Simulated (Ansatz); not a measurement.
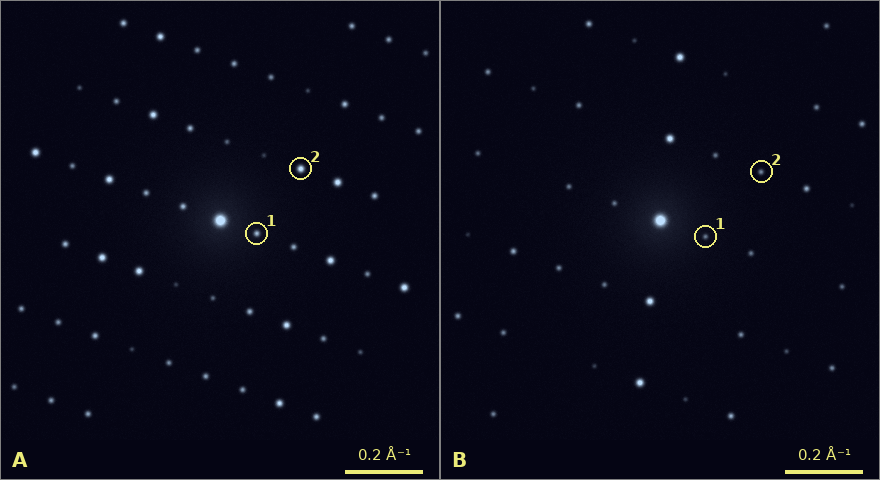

Kinematic electron diffraction patterns (300 kV, B = 0.5 Å², same scale) along [1-10] of the run's own cell, for the start and the end of one relaxation of SnS4Br2 with Ansatz, DFT, PAW plane waves, pbe. k mesh 4×4×4. The start is a generated model structure, and the relaxation ends in the nearest stationary point of its symmetry, not necessarily the ground state. Spot 1 is 0 0 -1 and spot 2 is 1 1 -2 in both.

Start structure:

```yaml
crystal:
  lattice:
    - [6.76071, 0.00000, 0.00000]
    - [0.00000, 6.79226, 0.00000]
    - [-2.59307, 0.00000, 7.89152]
  atoms:
    - { symbol: Br, position: [0.76810, 0.25000, 0.56810] }
    - { symbol: Br, position: [0.23190, 0.75000, 0.43190] }
    - { symbol: Br, position: [0.71820, 0.25000, 0.05160] }
    - { symbol: Br, position: [0.28180, 0.75000, 0.94840] }
    - { symbol: Sn, position: [0.27380, 0.75000, 0.20080] }
    - { symbol: Sn, position: [0.72620, 0.25000, 0.79920] }
    - { symbol: S, position: [0.09960, 0.25000, 0.92450] }
    - { symbol: S, position: [0.90040, 0.75000, 0.07550] }
    - { symbol: S, position: [0.49490, 0.99610, 0.26100] }
    - { symbol: S, position: [0.50510, 0.49610, 0.73900] }
    - { symbol: S, position: [0.50510, 0.00390, 0.73900] }
    - { symbol: S, position: [0.49490, 0.50390, 0.26100] }
    - { symbol: S, position: [0.07890, 0.25000, 0.37340] }
    - { symbol: S, position: [0.92110, 0.75000, 0.62660] }
```

Q: Which pattern belongs to the start structure, and which to the relaxed one?

A: B is the start: its cell gives d(1) = 7.892 Å, d(2) = 3.420 Å and an angle of 45.5°. A is the relaxed structure, with d(1) = 9.740 Å (+23.4 %), d(2) = 3.999 Å (+16.9 %) and 52.4°.

Q: Name reflections whose intensity changes strongly on relaxation.

A: 0 0 3, 1 1 1 come into sight; 1 1 0 goes from 98 to 3.1 % of the strongest spot; 1 1 -4 goes from 0.32 to 27 % of the strongest spot; 1 1 -2 goes from 8.8 to 85 % of the strongest spot.

Q: Summarise the relaxation behind the change.

A: The volume changed by +38.3 % to 35.79 Å³ an atom; with the mean shift removed, the atoms moved by up to 2.31 Å relative to the cell (Br most); the space group stayed P2_1/m (No. 11); the free energy fell by 1700 meV an atom. Relaxed cell: a = 7.711 Å, b = 6.672 Å, c = 10.518 Å, α = 90.00°, β = 112.18°, γ = 90.00°.
